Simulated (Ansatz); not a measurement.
# One shape, several levels: SiH3OF (SMILES O[SiH2]F)

Wanted: a comparison of 6 runs (B2PLYP/STO-3G, CAM-B3LYP/STO-3G, UB3LYP/STO-3G, CCSD/STO-3G, CCSD(T)/STO-3G, FCI/STO-3G) of SiH3OF. 

The calculation is run with Ansatz 0.2.0.

71 further runs of the same task are left out: 10 that didn't finish, 61 set aside as unsound or not needed.

**1. The structure to begin with**

SiH3OF has 6 atoms, charge 0, and is taken as a singlet. SMILES: `O[SiH2]F`. The F3–Si2 distance was set to 3.192 Å, away from the relaxed value. At this shape a bond of the SMILES string is far longer than usual.

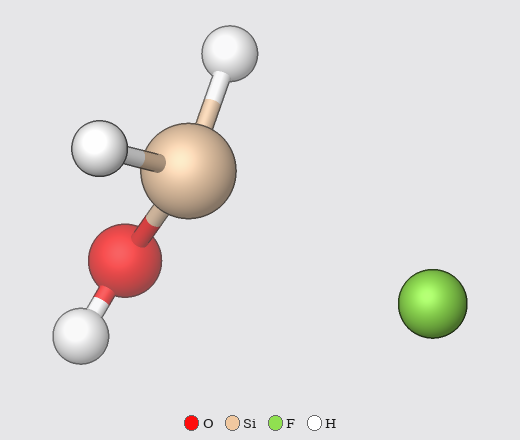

The structure, seen from a chosen angle (oxygen red, silicon light orange, fluorine green, hydrogen white).

**2. The energy at B2PLYP/STO-3G (run 1)**

job.yaml reads:

```yaml
crystal:
  periodic: [false, false, false]
  atoms:
    - {symbol: O, position_ang: [-0.655998, 0.704310, -2.218015]}
    - {symbol: Si, position_ang: [0.575802, 0.904210, -1.170015]}
    - {symbol: F, position_ang: [0.180800, -0.922800, 1.417800]}
    - {symbol: H, position_ang: [-1.516698, 1.063710, -1.999515]}
    - {symbol: H, position_ang: [1.793102, 0.455010, -1.869715]}
    - {symbol: H, position_ang: [0.652602, 2.299110, -0.676315]}
basis:
  gaussian: {orbitals: STO-3G}
hamiltonian: {xc: {name: B2PLYP}}
correlation: {frozen_orbitals: {F: 1, H: 0, O: 1, Si: 5}}
accuracy: high
```

Started as:

```sh
ansatz run job.yaml --threads 1 --pin off --max-ram 2610MiB --events-out events.jsonl --progress --plain --runs-dir runs
```

Standard output:

```text
Warning: RAYON_NUM_THREADS=1 ignored (pool sized by the plan → 1); use --threads N
Functional definition: B2PLYP
  name "B2PLYP"
  parameter a = 0.53
  parameter c = 0.27
  exchange = (1 - a)*b88_x + a*exact_x
  correlation = (1 - c)*lyp_c + c*(mp2_os + mp2_ss)
377 factors; integrals over basis functions are off by at most 3.1e-8 eV
mean field evaluation 1: about -12504.5601 eV, gradient 2.2e1 eV
mean field evaluation 2: about -12504.5538 eV, gradient 2.2e1 eV
mean field evaluation 4: about -12502.0687 eV, gradient 3.7e1 eV
mean field evaluation 8: about -12506.6355 eV, gradient 1.2e1 eV
mean field evaluation 16: about -12512.6547 eV, gradient 8.4e-7 eV
mean field evaluation 32: about -12391.4088 eV, gradient 9.9e1 eV
mean field -12512.65474297 eV, -459.8315804223 hartree, gradient 7.5e-9 eV, S^2 0.000000; 2 other end points of the search recorded, 0 dependent functions left out; unrestricted orbitals would lower it
7 core orbitals not correlated: weight in the atoms' cores, before any rotation towards them, 1.000 or more for the frozen orbitals, at most 0.000 for the correlated occupied ones
reference -12512.65476050 eV, -459.8315810663 hartree; 10, 10 occupied and 5, 5 virtual orbitals, 377 factors
second order -9.47740449 eV of doubles, -0.00000000 eV of singles
Total energy: -12515.21365971 eV, -459.9256188778 hartree
```

Run time: 2.4 s. Hardware: 1 thread of Arm Neoverse V1, shared host; peak memory 0.1 GiB.

**3. A single-point energy at CAM-B3LYP/STO-3G (run 2)**

run.yaml reads:

```yaml
crystal:
  periodic: [false, false, false]
  atoms:
    - {symbol: O, position_ang: [-0.655998, 0.704310, -2.218015]}
    - {symbol: Si, position_ang: [0.575802, 0.904210, -1.170015]}
    - {symbol: F, position_ang: [0.180800, -0.922800, 1.417800]}
    - {symbol: H, position_ang: [-1.516698, 1.063710, -1.999515]}
    - {symbol: H, position_ang: [1.793102, 0.455010, -1.869715]}
    - {symbol: H, position_ang: [0.652602, 2.299110, -0.676315]}
basis:
  gaussian: {orbitals: STO-3G}
hamiltonian: {xc: {name: CAM-B3LYP}}
accuracy: high
```

Started as:

```sh
ansatz run run.yaml --threads 1 --pin off --max-ram 2610MiB --events-out events.jsonl --progress --plain --runs-dir runs
```

Standard output:

```text
Warning: RAYON_NUM_THREADS=1 ignored (pool sized by the plan → 1); use --threads N
Functional definition: CAM-B3LYP
  name "CAM-B3LYP"
  parameter alpha = 0.19
  parameter beta = 0.46
  parameter omega = 0.33/bohr
  parameter ac = 0.81
  exchange = (1 - alpha - beta)*b88_x + beta*b88_x_sr(omega) + alpha*exact_x + beta*exact_x_lr(omega)
  correlation = (1 - ac)*vwn5_c + ac*lyp_c
377 factors; integrals over basis functions are off by at most 3.1e-8 eV
175 factors; integrals over basis functions are off by at most 7.0e-10 eV
mean field evaluation 1: about -12512.0606 eV, gradient 2.3e1 eV
mean field evaluation 2: about -12151.4157 eV, gradient 4.7e1 eV
mean field evaluation 4: about -12513.6091 eV, gradient 1.2e1 eV
mean field evaluation 8: about -12520.4461 eV, gradient 1.2e1 eV
mean field evaluation 16: about -12521.1990 eV, gradient 1.9e-8 eV
mean field -12521.19904596 eV, -460.1455777654 hartree, gradient 1.9e-8 eV, S^2 0.000000; 4 other end points of the search recorded, 0 dependent functions left out
reference -12521.19905921 eV, -460.1455782526 hartree; 17, 17 occupied and 5, 5 virtual orbitals, 377 factors
Total energy: -12521.19905921 eV, -460.1455782526 hartree
```

It took 2 s on 1 thread of Arm Neoverse V1, shared host; peak memory 0.1 GiB.

Runs 3 to 4 aren't shown in full; the table further down has their settings and results.

**4. The energy at CCSD(T)/STO-3G (run 5)**

molecule.yaml reads:

```yaml
crystal:
  periodic: [false, false, false]
  atoms:
    - symbol: O
      position_ang: [-0.655998, 0.704310, -2.218015]
    - symbol: Si
      position_ang: [0.575802, 0.904210, -1.170015]
    - symbol: F
      position_ang: [0.180800, -0.922800, 1.417800]
    - symbol: H
      position_ang: [-1.516698, 1.063710, -1.999515]
    - symbol: H
      position_ang: [1.793102, 0.455010, -1.869715]
    - symbol: H
      position_ang: [0.652602, 2.299110, -0.676315]
basis:
  gaussian: {orbitals: STO-3G}
correlation: {method: ccsd_t, frozen_orbitals: {F: 1, H: 0, O: 1, Si: 5}}
accuracy: high
scf: {omitted_lower_state_checks: [cluster_reference, increment]}
```

Started as:

```sh
ansatz run molecule.yaml --threads 1 --pin off --max-ram 2610MiB --events-out events.jsonl --progress --plain --runs-dir runs
```

Standard output:

```text
Warning: RAYON_NUM_THREADS=1 ignored (pool sized by the plan → 1); use --threads N
[... 13 lines left out ...]
7 core orbitals not correlated: weight in the atoms' cores, before any rotation towards them, 1.000 or more for the frozen orbitals, at most 0.000 for the correlated occupied ones
[... 69 lines left out ...]
WARN: these amplitudes may be one of several solutions (largest doubles amplitude 0.84, level shift 13.79 eV)
Total energy: -12495.76331517 eV, -459.2108318998 hartree
Checks for a lower state left out: cluster_reference, increment
```

Run time: 0.36 s. Hardware: 1 thread of Arm Neoverse V1, shared host.

**5. A single-point energy at FCI/STO-3G (run 6)**

input.yaml reads:

```yaml
crystal:
  periodic: [false, false, false]
  atoms:
    - symbol: O
      position_ang: [-0.655998, 0.704310, -2.218015]
    - symbol: Si
      position_ang: [0.575802, 0.904210, -1.170015]
    - symbol: F
      position_ang: [0.180800, -0.922800, 1.417800]
    - symbol: H
      position_ang: [-1.516698, 1.063710, -1.999515]
    - symbol: H
      position_ang: [1.793102, 0.455010, -1.869715]
    - symbol: H
      position_ang: [0.652602, 2.299110, -0.676315]
basis:
  gaussian:
    orbitals: STO-3G
accuracy: high
correlation:
  method: fci
  frozen_orbitals: {F: 1, H: 0, O: 1, Si: 5}
total_charge: 0
```

Started as:

```sh
ansatz run input.yaml --threads 1 --pin off --max-ram 2610MiB --events-out events.jsonl --progress --plain --runs-dir runs
```

Standard output (excerpt; [...] marks lines left out):

```text
Warning: RAYON_NUM_THREADS=1 ignored (pool sized by the plan → 1); use --threads N
Functional definition: HF
  name "HF"
[...]
377 factors; integrals over basis functions are off by at most 3.1e-8 eV
[...]
mean field -12487.41139200 eV, -458.9039043847 hartree, gradient 2.2e-8 eV, S^2 0.000000; 3 other end points of the search recorded, 0 dependent functions left out; unrestricted orbitals would lower it
unrestricted determinant -12493.11192981 eV, -459.1133952851 hartree, S^2 0.9946
7 core orbitals not correlated: weight in the atoms' cores, before any rotation towards them, 1.000 or more for the frozen orbitals, at most 0.000 for the correlated occupied ones
reference -12487.41139200 eV, -458.9039043847 hartree; 10, 10 occupied and 5, 5 virtual orbitals, 377 factors
state -12495.65336533 eV, -459.2067913178 hartree
Total energy: -12495.65336533 eV, -459.2067913178 hartree
```

It took 1.9 min on 1 thread of Arm Neoverse V1, shared host; peak memory 1.1 GiB.

**6. Overview of the runs**

```csv
run,level,frozen core orbitals,energy (Eh),wall time
1,B2PLYP/STO-3G,7,-459.925619,2.4 s
2,CAM-B3LYP/STO-3G,–,-460.145578,2 s
3,UB3LYP/STO-3G,–,-460.305318,5.1 s
4,CCSD/STO-3G,7,-459.194906,0.36 s
5,CCSD(T)/STO-3G,7,-459.210832,0.36 s
6,FCI/STO-3G,7,-459.206791,1.9 min
```

**7. Summary of results**

| quantity | value |
| --- | --- |
| run 6: total energy | -459.20679 Eh |
| run 6: correlation energy (7 core orbitals frozen) | -302.9 mEh |

Against full CI in this basis: CCSD +11.9 mEh; CCSD(T) -4.0 mEh. Totals of different functionals can't be ranked against each other. In runs 4, 5 the T1 diagnostic is large, so a single reference may not serve. In runs 1, 4, 5 the log says that unrestricted orbitals would lower the reference, so the values rest on an unstable closed-shell determinant (other closed-shell runs at this shape may share the fault). In runs 1, 2, 3, 4, 5, 6 the basis is minimal, so the values are rough. In runs 1, 2, 4, 5 a closed-shell determinant meets a far-stretched bond, which it describes badly. Spin contamination of the reference: run 3 ⟨S²⟩ = 0.90. Where it is this large, the reference is a mixture of spin states, and values that rest on it are in doubt. All runs together took 2.1 min, the longest 1.9 min.
